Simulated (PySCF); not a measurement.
System: CH₄AlNO₃ (SMILES N[C][O][Al]([OH])[OH]).

Input

```
{"job": {"kind": "nmr", "xc": "PBE0", "basis": "pcSseg-2"}, "charge": 0, "multiplicity": 1}
C     -0.947468    -1.677056     0.499655
O     -0.897896    -0.651799    -0.355702
Al     0.078400     0.724497    -0.694245
O      1.405030     0.975473     0.337098
O     -0.273792     1.753196    -1.983796
N      0.051576    -1.628824     1.372529
H      2.040583     1.691475     0.279266
H     -1.009032     1.649819    -2.589684
H      0.112364    -2.362720     2.065830
H      0.770404    -0.891933     1.393646
```

Run with:

```sh
OMP_NUM_THREADS=1 python cluster_run.py task.json out
```

Geometry: PBE0-D3(BJ)/def2-SVP.

These are results of PBE0/pcSseg-2, SCF density, gas phase, non-relativistic (PySCF), not measurements.

**What can the converged electron density and electron localisation function tell about the bonding?**

C–N (1.33 Å): the density is about 2.6 e/Å³ at the midpoint; the ELF peaks at about 0.90 between the atoms: localised, covalent bonding.
C–O (1.34 Å): ρ is about 2.4 e/Å³ halfway; the ELF peaks at about 0.90 between the atoms: a polar covalent bond.
Al–O (1.69 Å): ρ at the midpoint is about 0.95 e/Å³; the ELF peaks at about 0.85 in the valence shell of O, 0.6 Å from its nucleus, and is about 0.50 at the midpoint.
O–H (0.96 Å): the density is about 3.8 e/Å³ at the midpoint; the ELF climbs to about 1 towards the hydrogen, as it does in any bond to H (a covalent bond by its length).

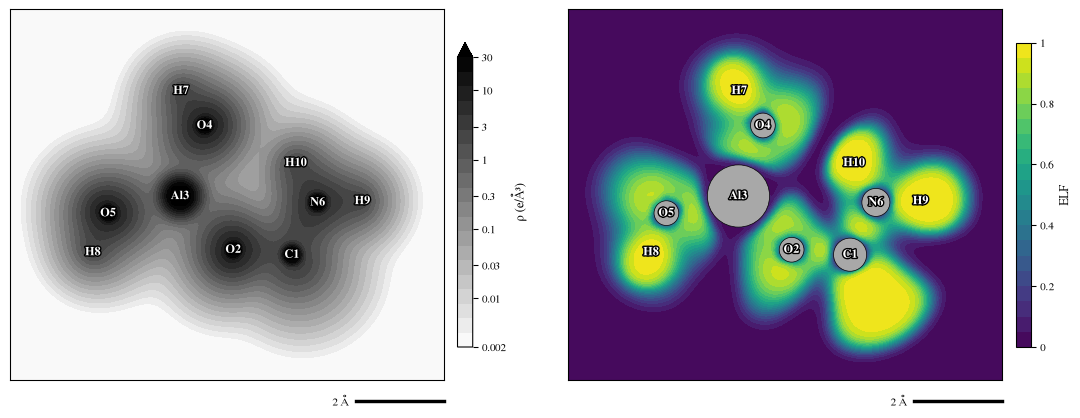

Computed electron density and electron localisation function on the molecular plane, in this order. Grey discs cover the atomic cores in the ELF map. 
